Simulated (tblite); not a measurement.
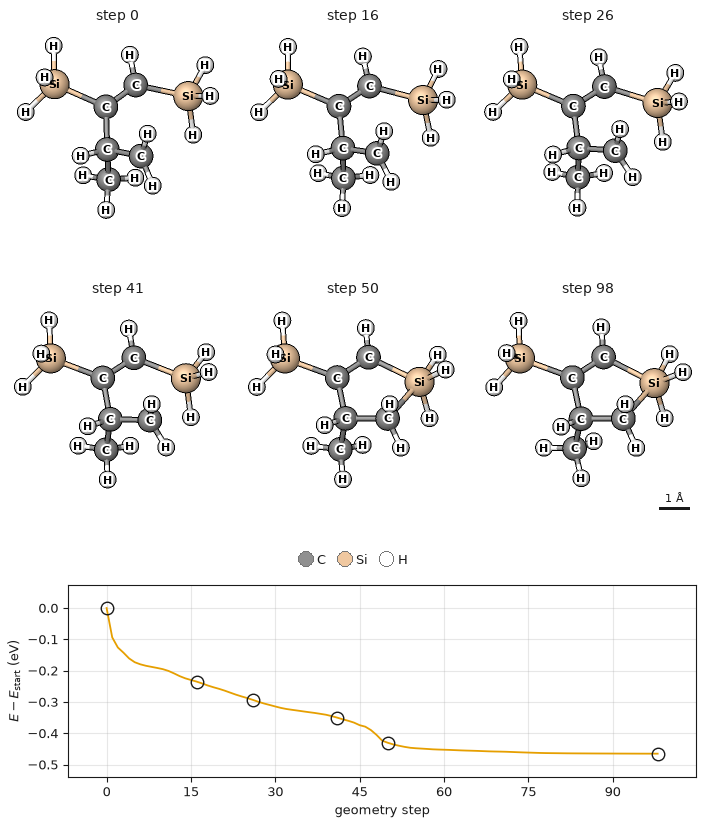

Frames of a relaxation of C5H13Si2 (multiplicity 2), marked on the history of the run. A ball-and-stick model, seen at a tilt.

The calculation used tblite 0.8.0, GFN2-xTB geometry optimisation, gas phase. 

> What happens along the run?

The energy falls by 0.465 eV in 98 geometry steps. The atom that moves furthest after the best rigid fit is an H atom (0.83 Å). Largest moves by element: H 0.83 Å, C 0.74 Å, Si 0.71 Å. Among the contacts that change: C–Si 3.454 → 2.054 Å, C–Si 3.538 → 2.874 Å, C–Si 1.839 → 1.937 Å, H–Si 1.477 → 1.518 Å. New bonds form, among them: C–Si (3.45 → 2.05 Å). Among the angles between lasting bonds that change: C–Si–H 109.1° → 89.0°, H–Si–H 108.2° → 93.3°, C–C–Si 132.1° → 117.2°. Groups turn about C–C by about 20°. From step 0 to 16: an H atom moves most (0.23 Å), energy −0.235 eV. From step 16 to 26: an H atom moves most (0.31 Å), energy −0.058 eV. From step 26 to 41: C and H atoms move most (0.27 Å), energy −0.057 eV. From step 41 to 50: a Si atom moves most (0.20 Å), energy −0.080 eV. From step 50 to 98: an H atom moves most (0.19 Å), energy −0.035 eV.
